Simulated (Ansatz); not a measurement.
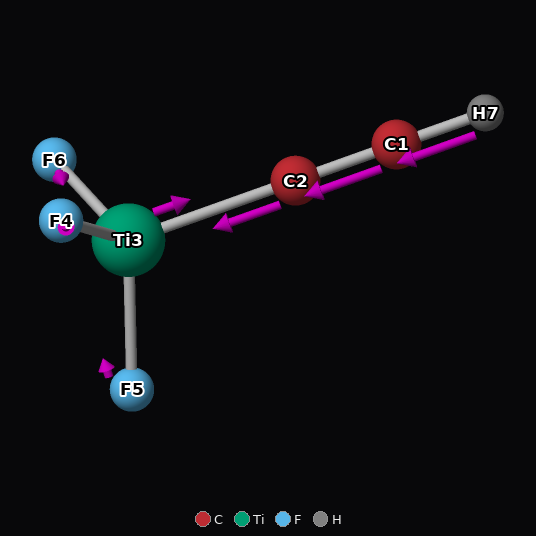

The arrows show one normal mode. Charge 0, singlet. Harmonic vibrations computed with RKS PBE0-D4/def2-TZVP (Ansatz 0.2.0) at a stationary point of the same level.

> Describe the motion.

Mostly C–Ti stretching.

> At what wavenumber does it lie?

528 cm⁻¹; it is mode 8 of 15 counted from the lowest.
